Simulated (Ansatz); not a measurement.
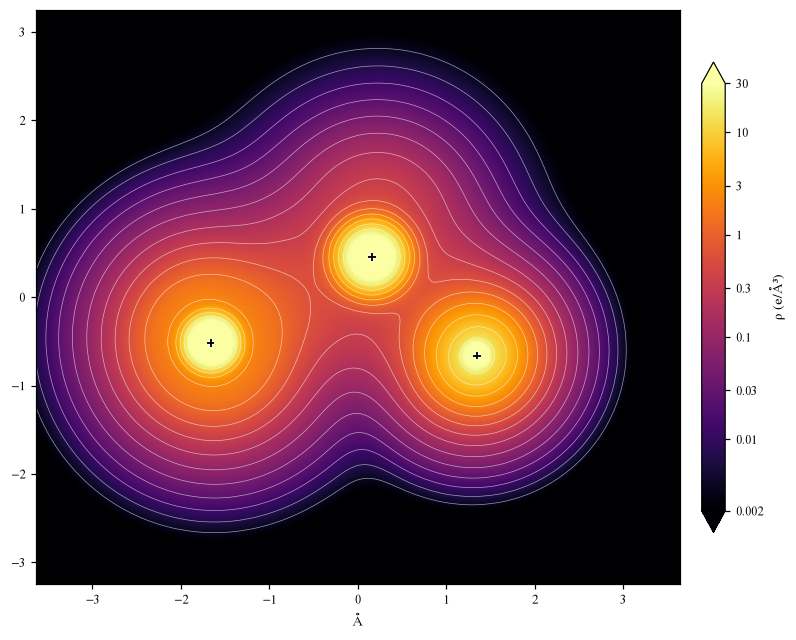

The electron density on a plane through atoms (crosses mark nuclei in the plane).

All numbers below come from Ansatz, RKS PBE/def2-SVP.

Candidates:
A. ClFH₂Si
B. CH₆Ge···HF
C. FH₅O₃W

Which system is this?

Candidate A: ClFH₂Si on the plane of atoms Cl3, Si1 and F4, which holds Si, Cl and F. Si–F (1.63 Å): the density is about 1 e/Å³ at the midpoint. Si–Cl (2.06 Å): ρ is about 0.85 e/Å³ halfway.
